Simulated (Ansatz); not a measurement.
Run report: CH8Si2, nudged elastic band (part 1 of 2)

- system: CH8Si2
- method: RHF/def2-SVP (Ansatz 0.2.0)

The run did not end well. It belongs to a series of runs on one base structure; here: band between the two ends.

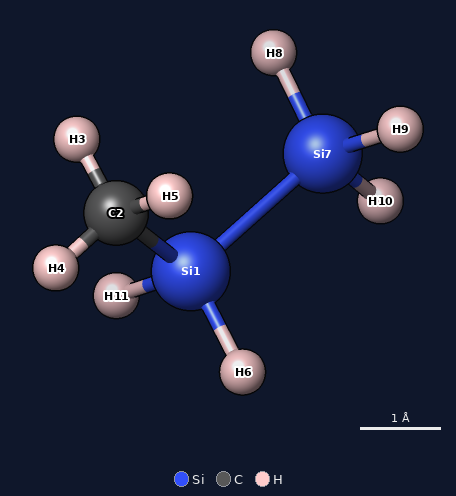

*The structure as given in the input (ball-and-stick view, seen at a tilt; atoms are numbered from 1 in the order of the input).*

Bond lengths as drawn: C–H 1.09 Å, C–Si 1.89 Å, H–Si 1.49 Å and Si–Si 2.37 Å.

The input:
```yaml
crystal:
  periodic: [false, false, false]
  atoms:
    - { symbol: Si, position_ang: [0.557763, 0.074765, -0.02521] }
    - { symbol: C, position_ang: [0.68991, -0.075439, 1.856558] }
    - { symbol: H, position_ang: [-0.284521, -0.289217, 2.301781] }
    - { symbol: H, position_ang: [1.371127, -0.88329, 2.131768] }
    - { symbol: H, position_ang: [1.067912, 0.849577, 2.296663] }
    - { symbol: H, position_ang: [1.897103, 0.348699, -0.60927] }
    - { symbol: Si, position_ang: [-0.918279, 1.819648, -0.6599] }
    - { symbol: H, position_ang: [-2.279395, 1.563617, -0.121009] }
    - { symbol: H, position_ang: [-0.442619, 3.121957, -0.123853] }
    - { symbol: H, position_ang: [-1.006545, 1.92128, -2.138845] }
    - { symbol: H, position_ang: [0.066241, -1.202998, -0.604683] }
basis:
  gaussian: { orbitals: def2-SVP }
hamiltonian:
  xc: hf
neb:
  order_check: false
  images: 5
  f_tol: 0.03
  max_iterations: 60
  optimiser: fire
  climbing: true
  final_atoms:
    - { symbol: Si, position_ang: [-0.34666787, -0.48161539, -1.33605813] }
    - { symbol: C, position_ang: [1.56487012, 0.05875111, 1.98094768] }
    - { symbol: H, position_ang: [0.52926922, -0.28197751, 1.95955379] }
    - { symbol: H, position_ang: [2.15730562, -0.63464415, 2.5768163] }
    - { symbol: H, position_ang: [1.60681102, 1.05331819, 2.42346727] }
    - { symbol: H, position_ang: [1.97354875, 0.09608627, 0.97032204] }
    - { symbol: Si, position_ang: [-1.19044944, 1.76336609, -1.01651777] }
    - { symbol: H, position_ang: [-2.56316537, 1.82444801, -1.59089277] }
    - { symbol: H, position_ang: [-1.26568052, 2.112732, 0.42668373] }
    - { symbol: H, position_ang: [-0.36064388, 2.78790849, -1.69927405] }
    - { symbol: H, position_ang: [-1.38650065, -1.0497741, -0.39104809] }
  initial_path:
    images:
      - { positions_ang: [[0.557763, 0.074765, -0.02521], [0.68991, -0.075439, 1.856558], [-0.284521, -0.289217, 2.301781], [1.371127, -0.88329, 2.131768], [1.067912, 0.849577, 2.296663], [1.897103, 0.348699, -0.60927], [-0.918279, 1.819648, -0.6599], [-2.279395, 1.563617, -0.121009], [-0.442619, 3.121957, -0.123853], [-1.006545, 1.92128, -2.138845], [0.066241, -1.202998, -0.604683]] }
      - { positions_ang: [[0.36916312, 0.05004487, -0.01667108], [0.84409237, -0.05438044, 1.80916831], [-0.13987856, -0.29591195, 2.22969129], [1.55131272, -0.83294759, 2.11616327], [1.17753608, 0.90151982, 2.22584228], [1.80832417, 0.22619858, -0.31795478], [-0.95627904, 1.82110994, -0.68642147], [-2.32656527, 1.54471097, -0.43402454], [-0.62687819, 3.03342415, 0.01487577], [-0.78958255, 2.0510891, -2.07194578], [-0.19254785, -1.19625845, -0.56472327]] }
      - { positions_ang: [[0.18056323, 0.02532474, -0.00813216], [0.99827474, -0.03332188, 1.76177863], [0.00476387, -0.30260691, 2.15760159], [1.73149844, -0.78260517, 2.10055854], [1.28716017, 0.95346264, 2.15502156], [1.71954533, 0.10369815, -0.02663956], [-0.99427908, 1.82257189, -0.71294294], [-2.37373553, 1.52580494, -0.74704008], [-0.81113738, 2.94489131, 0.15360453], [-0.5726201, 2.1808982, -2.00504656], [-0.45133669, -1.1895189, -0.52476355]] }
      - { positions_ang: [[-0.00803665, 0.0006046, 0.00040676], [1.15245711, -0.01226332, 1.71438894], [0.14940631, -0.30930186, 2.08551188], [1.91168415, -0.73226276, 2.08495381], [1.39678425, 1.00540546, 2.08420085], [1.6307665, -0.01880227, 0.26467566], [-1.03227911, 1.82403383, -0.73946441], [-2.4209058, 1.5068989, -1.06005563], [-0.99539657, 2.85635846, 0.2923333], [-0.35565766, 2.3107073, -1.93814735], [-0.71012554, -1.18277935, -0.48480382]] }
      - { positions_ang: [[-0.12091372, -0.16013539, -0.44508154], [1.28992811, 0.01140816, 1.80324186], [0.27602728, -0.30019375, 2.04352585], [1.99355798, -0.69972322, 2.24890798], [1.46679318, 1.02137637, 2.19728966], [1.74502725, 0.01949391, 0.49989112], [-1.08500255, 1.80381125, -0.83181553], [-2.46832566, 1.6127486, -1.23700134], [-1.08549122, 2.60848298, 0.33711678], [-0.35731973, 2.46977437, -1.85852291], [-0.93558391, -1.13844427, -0.45355191]] }
      - { positions_ang: [[-0.2337908, -0.32087539, -0.89056983], [1.42739912, 0.03507963, 1.89209477], [0.40264825, -0.29108563, 2.00153982], [2.0754318, -0.66718369, 2.41286214], [1.5368021, 1.03734728, 2.31037846], [1.859288, 0.05779009, 0.73510658], [-1.137726, 1.78358867, -0.92416665], [-2.51574552, 1.71859831, -1.41394706], [-1.17558587, 2.36060749, 0.38190025], [-0.35898181, 2.62884143, -1.77889848], [-1.16104228, -1.09410919, -0.4223]] }
      - { positions_ang: [[-0.34666787, -0.48161539, -1.33605813], [1.56487012, 0.05875111, 1.98094768], [0.52926922, -0.28197751, 1.95955379], [2.15730562, -0.63464415, 2.5768163], [1.60681102, 1.05331819, 2.42346727], [1.97354875, 0.09608627, 0.97032204], [-1.19044944, 1.76336609, -1.01651777], [-2.56316537, 1.82444801, -1.59089277], [-1.26568052, 2.112732, 0.42668373], [-0.36064388, 2.78790849, -1.69927405], [-1.38650065, -1.0497741, -0.39104809]] }
```

Hardware: 1 thread of Arm Neoverse V1, 24 GiB of memory available, shared host.

Run as:
```bash
ansatz run input.yaml --threads 1 --pin off --max-ram 2048MiB --backend cpu --events-out ev --progress --plain --runs-dir out
```

The program's output:
```
Engine: ansatz 0.2.0, aarch64-unknown-linux-gnu
Functional definition: HF
  exchange = exact_x
  correlation = 0
952 factors; integrals over basis functions are off by at most 4.4e-4 eV
mean field evaluation 1: about -16874.0335 eV, gradient 2.2e1 eV
mean field evaluation 2: about -16874.0528 eV, gradient 2.2e1 eV
mean field evaluation 4: about -16875.8426 eV, gradient 2.5e0 eV
mean field evaluation 8: about -16875.8706 eV, gradient 3.2e-4 eV
mean field -16875.87063963 eV, -620.1768071303 hartree, gradient 6.7e-6 eV, S^2 0.000000; 0 other end points of the search recorded, 0 dependent functions left out
the calculation of the forces begins
reference -16875.87063963 eV, -620.1768071303 hartree; 21, 21 occupied and 69, 69 virtual orbitals, 952 factors
952 factors; integrals over basis functions are off by at most 1.2e-3 eV
mean field evaluation 16: about -16873.8043 eV, gradient 3.2e-1 eV
mean field -16873.80559207 eV, -620.1009180323 hartree, gradient 8.4e-6 eV, S^2 0.000000; 0 other end points of the search recorded, 0 dependent functions left out
[... from here on the field's lines of each further geometry are left out, up to the last ...]
NEB iter   1: max|band force component| = 6.601e0 eV/Å  barrier→ = 5.3360 eV  barrier← = 3.2709 eV  Δτ_max = 0.1087 Å  (228 SCF iters)
NEB iter   2: max|band force component| = 3.100e0 eV/Å  barrier→ = 4.6518 eV  barrier← = 2.5867 eV  Δτ_max = 0.1327 Å  (156 SCF iters)
NEB iter   3: max|band force component| = 4.506e0 eV/Å  barrier→ = 3.9776 eV  barrier← = 1.9125 eV  Δτ_max = 0.0179 Å  (150 SCF iters)
NEB iter   4: max|band force component| = 2.743e0 eV/Å  barrier→ = 3.8968 eV  barrier← = 1.8318 eV  Δτ_max = 0.0286 Å  (149 SCF iters)
NEB iter   5: max|band force component| = 1.986e0 eV/Å  barrier→ = 3.8016 eV  barrier← = 1.7366 eV  Δτ_max = 0.0328 Å  (154 SCF iters)
NEB iter   6: max|band force component| = 1.835e0 eV/Å  barrier→ = 3.7209 eV  barrier← = 1.6559 eV  Δτ_max = 0.0070 Å  (156 SCF iters)
NEB iter   7: max|band force component| = 1.574e0 eV/Å  barrier→ = 3.6901 eV  barrier← = 1.6251 eV  Δτ_max = 0.0121 Å  (131 SCF iters)
NEB iter   8: max|band force component| = 1.521e0 eV/Å  barrier→ = 3.6460 eV  barrier← = 1.5810 eV  Δτ_max = 0.0178 Å  (147 SCF iters)
NEB iter   9: max|band force component| = 1.659e0 eV/Å  barrier→ = 3.6032 eV  barrier← = 1.5382 eV  Δτ_max = 0.0231 Å  (149 SCF iters)
NEB iter  10: max|band force component| = 1.636e0 eV/Å  barrier→ = 3.5570 eV  barrier← = 1.4919 eV  Δτ_max = 0.0060 Å  (149 SCF iters)
NEB iter  11: max|band force component| = 1.466e0 eV/Å  barrier→ = 3.5428 eV  barrier← = 1.4778 eV  Δτ_max = 0.0113 Å  (124 SCF iters)
NEB iter  12: max|band force component| = 1.191e0 eV/Å  barrier→ = 3.5249 eV  barrier← = 1.4599 eV  Δτ_max = 0.0154 Å  (131 SCF iters)
NEB iter  13: max|band force component| = 1.123e0 eV/Å  barrier→ = 3.5089 eV  barrier← = 1.4439 eV  Δτ_max = 0.0042 Å  (138 SCF iters)
NEB iter  14: max|band force component| = 1.098e0 eV/Å  barrier→ = 3.5019 eV  barrier← = 1.4368 eV  Δτ_max = 0.0084 Å  (120 SCF iters)
NEB iter  15: max|band force component| = 1.050e0 eV/Å  barrier→ = 3.4908 eV  barrier← = 1.4258 eV  Δτ_max = 0.0124 Å  (125 SCF iters)
NEB iter  16: max|band force component| = 9.827e-1 eV/Å  barrier→ = 3.4780 eV  barrier← = 1.4130 eV  Δτ_max = 0.0161 Å  (126 SCF iters)
NEB iter  17: max|band force component| = 9.315e-1 eV/Å  barrier→ = 3.4628 eV  barrier← = 1.3977 eV  Δτ_max = 0.0194 Å  (127 SCF iters)
NEB iter  18: max|band force component| = 8.183e-1 eV/Å  barrier→ = 3.4441 eV  barrier← = 1.3790 eV  Δτ_max = 0.0225 Å  (138 SCF iters)
NEB iter  19: max|band force component| = 7.297e-1 eV/Å  barrier→ = 3.4243 eV  barrier← = 1.3593 eV  Δτ_max = 0.0282 Å  (137 SCF iters)
NEB iter  20: max|band force component| = 6.285e-1 eV/Å  barrier→ = 3.4031 eV  barrier← = 1.3381 eV  Δτ_max = 0.0346 Å  (143 SCF iters)
NEB iter  21: max|band force component| = 5.152e-1 eV/Å  barrier→ = 3.3769 eV  barrier← = 1.3119 eV  Δτ_max = 0.0414 Å  (145 SCF iters)
NEB iter  22: max|band force component| = 3.096e0 eV/Å  barrier→ = 3.3425 eV  barrier← = 1.2774 eV  CI = image 3  Δτ_max = 0.0460 Å  (155 SCF iters)
NEB iter  23: max|band force component| = 2.848e0 eV/Å  barrier→ = 3.5186 eV  barrier← = 1.4536 eV  CI = image 3  Δτ_max = 0.0662 Å  (153 SCF iters)
NEB iter  24: max|band force component| = 1.960e0 eV/Å  barrier→ = 3.8321 eV  barrier← = 1.7670 eV  CI = image 3  Δτ_max = 0.1011 Å  (153 SCF iters)
NEB iter  25: max|band force component| = 7.976e-1 eV/Å  barrier→ = 4.0017 eV  barrier← = 1.9367 eV  CI = image 3  Δτ_max = 0.0100 Å  (152 SCF iters)
NEB iter  26: max|band force component| = 7.061e-1 eV/Å  barrier→ = 3.9847 eV  barrier← = 1.9196 eV  CI = image 3  Δτ_max = 0.0190 Å  (119 SCF iters)
NEB iter  27: max|band force component| = 6.565e-1 eV/Å  barrier→ = 3.9576 eV  barrier← = 1.8926 eV  CI = image 3  Δτ_max = 0.0261 Å  (137 SCF iters)
NEB iter  28: max|band force component| = 5.689e-1 eV/Å  barrier→ = 3.9260 eV  barrier← = 1.8609 eV  CI = image 3  Δτ_max = 0.0330 Å  (141 SCF iters)
NEB iter  29: max|band force component| = 3.637e-1 eV/Å  barrier→ = 3.8958 eV  barrier← = 1.8307 eV  CI = image 3  Δτ_max = 0.0370 Å  (143 SCF iters)
NEB iter  30: max|band force component| = 2.998e-1 eV/Å  barrier→ = 3.8701 eV  barrier← = 1.8051 eV  CI = image 3  Δτ_max = 0.0358 Å  (144 SCF iters)
NEB iter  31: max|band force component| = 4.457e-1 eV/Å  barrier→ = 3.8501 eV  barrier← = 1.7850 eV  CI = image 3  Δτ_max = 0.0051 Å  (143 SCF iters)
NEB iter  32: max|band force component| = 3.952e-1 eV/Å  barrier→ = 3.8469 eV  barrier← = 1.7818 eV  CI = image 3  Δτ_max = 0.0096 Å  (116 SCF iters)
NEB iter  33: max|band force component| = 3.000e-1 eV/Å  barrier→ = 3.8417 eV  barrier← = 1.7767 eV  CI = image 3  Δτ_max = 0.0136 Å  (126 SCF iters)
NEB iter  34: max|band force component| = 2.413e-1 eV/Å  barrier→ = 3.8358 eV  barrier← = 1.7708 eV  CI = image 3  Δτ_max = 0.0171 Å  (134 SCF iters)
NEB iter  35: max|band force component| = 2.000e-1 eV/Å  barrier→ = 3.8300 eV  barrier← = 1.7650 eV  CI = image 3  Δτ_max = 0.0199 Å  (136 SCF iters)
NEB iter  36: max|band force component| = 2.476e-1 eV/Å  barrier→ = 3.8247 eV  barrier← = 1.7597 eV  CI = image 3  Δτ_max = 0.0212 Å  (136 SCF iters)
NEB iter  37: max|band force component| = 2.833e-1 eV/Å  barrier→ = 3.8197 eV  barrier← = 1.7546 eV  CI = image 3  Δτ_max = 0.0237 Å  (140 SCF iters)
NEB iter  38: max|band force component| = 3.112e-1 eV/Å  barrier→ = 3.8138 eV  barrier← = 1.7488 eV  CI = image 3  Δτ_max = 0.0257 Å  (139 SCF iters)
NEB iter  39: max|band force component| = 2.789e-1 eV/Å  barrier→ = 3.8071 eV  barrier← = 1.7421 eV  CI = image 3  Δτ_max = 0.0273 Å  (138 SCF iters)
NEB iter  40: max|band force component| = 2.486e-1 eV/Å  barrier→ = 3.8006 eV  barrier← = 1.7356 eV  CI = image 3  Δτ_max = 0.0294 Å  (141 SCF iters)
NEB iter  41: max|band force component| = 2.989e-1 eV/Å  barrier→ = 3.7956 eV  barrier← = 1.7306 eV  CI = image 3  Δτ_max = 0.0319 Å  (144 SCF iters)
NEB iter  42: max|band force component| = 2.045e-1 eV/Å  barrier→ = 3.7912 eV  barrier← = 1.7262 eV  CI = image 3  Δτ_max = 0.0077 Å  (149 SCF iters)
NEB iter  43: max|band force component| = 1.482e-1 eV/Å  barrier→ = 3.7891 eV  barrier← = 1.7240 eV  CI = image 3  Δτ_max = 0.0135 Å  (120 SCF iters)
NEB iter  44: max|band force component| = 1.582e-1 eV/Å  barrier→ = 3.7858 eV  barrier← = 1.7208 eV  CI = image 3  Δτ_max = 0.0149 Å  (129 SCF iters)
NEB iter  45: max|band force component| = 1.642e-1 eV/Å  barrier→ = 3.7827 eV  barrier← = 1.7177 eV  CI = image 3  Δτ_max = 0.0050 Å  (132 SCF iters)
NEB iter  46: max|band force component| = 1.391e-1 eV/Å  barrier→ = 3.7818 eV  barrier← = 1.7168 eV  CI = image 3  Δτ_max = 0.0091 Å  (113 SCF iters)
NEB iter  47: max|band force component| = 7.194e-2 eV/Å  barrier→ = 3.7802 eV  barrier← = 1.7151 eV  CI = image 3  Δτ_max = 0.0112 Å  (117 SCF iters)
NEB iter  48: max|band force component| = 8.999e-2 eV/Å  barrier→ = 3.7780 eV  barrier← = 1.7130 eV  CI = image 3  Δτ_max = 0.0129 Å  (121 SCF iters)
NEB iter  49: max|band force component| = 1.067e-1 eV/Å  barrier→ = 3.7755 eV  barrier← = 1.7105 eV  CI = image 3  Δτ_max = 0.0142 Å  (121 SCF iters)
NEB iter  50: max|band force component| = 1.154e-1 eV/Å  barrier→ = 3.7727 eV  barrier← = 1.7076 eV  CI = image 3  Δτ_max = 0.0153 Å  (119 SCF iters)
NEB iter  51: max|band force component| = 8.154e-2 eV/Å  barrier→ = 3.7694 eV  barrier← = 1.7043 eV  CI = image 3  Δτ_max = 0.0185 Å  (131 SCF iters)
NEB iter  52: max|band force component| = 1.291e-1 eV/Å  barrier→ = 3.7658 eV  barrier← = 1.7007 eV  CI = image 3  Δτ_max = 0.0218 Å  (129 SCF iters)
NEB iter  53: max|band force component| = 4.426e-1 eV/Å  barrier→ = 3.7641 eV  barrier← = 1.6990 eV  CI = image 3  Δτ_max = 0.0252 Å  (137 SCF iters)
NEB iter  54: max|band force component| = 1.377e0 eV/Å  barrier→ = 3.7846 eV  barrier← = 1.7196 eV  CI = image 3  Δτ_max = 0.0184 Å  (128 SCF iters)
NEB iter  55: max|band force component| = 9.563e-2 eV/Å  barrier→ = 3.7607 eV  barrier← = 1.6956 eV  CI = image 3  Δτ_max = 0.0003 Å  (125 SCF iters)
NEB iter  56: max|band force component| = 8.386e-2 eV/Å  barrier→ = 3.7606 eV  barrier← = 1.6955 eV  CI = image 3  Δτ_max = 0.0005 Å  (92 SCF iters)
NEB iter  57: max|band force component| = 8.158e-2 eV/Å  barrier→ = 3.7605 eV  barrier← = 1.6954 eV  CI = image 3  Δτ_max = 0.0008 Å  (97 SCF iters)
NEB iter  58: max|band force component| = 7.823e-2 eV/Å  barrier→ = 3.7603 eV  barrier← = 1.6953 eV  CI = image 3  Δτ_max = 0.0010 Å  (99 SCF iters)
NEB iter  59: max|band force component| = 7.393e-2 eV/Å  barrier→ = 3.7602 eV  barrier← = 1.6952 eV  CI = image 3  Δτ_max = 0.0012 Å  (98 SCF iters)
the calculation of the forces begins
reference -16873.58118323 eV, -620.0926711595 hartree; 21, 21 occupied and 69, 69 virtual orbitals, 952 factors
these checks for a lower state are left out or cut short: starts, cluster_reference, orbital_swaps, neighbouring_geometries, increment
952 factors; integrals over basis functions are off by at most 1.2e-3 eV
mean field -16873.77862234 eV, -620.0999269132 hartree, gradient 2.7e-5 eV, S^2 0.000000; 0 other end points of the search recorded, 0 dependent functions left out
the calculation of the forces begins
reference -16873.77862234 eV, -620.0999269132 hartree; 21, 21 occupied and 69, 69 virtual orbitals, 952 factors
NEB iter  60: max|band force component| = 6.892e-2 eV/Å  barrier→ = 3.7601 eV  barrier← = 1.6950 eV  CI = image 3  Δτ_max = 0.0014 Å  (99 SCF iters)
```
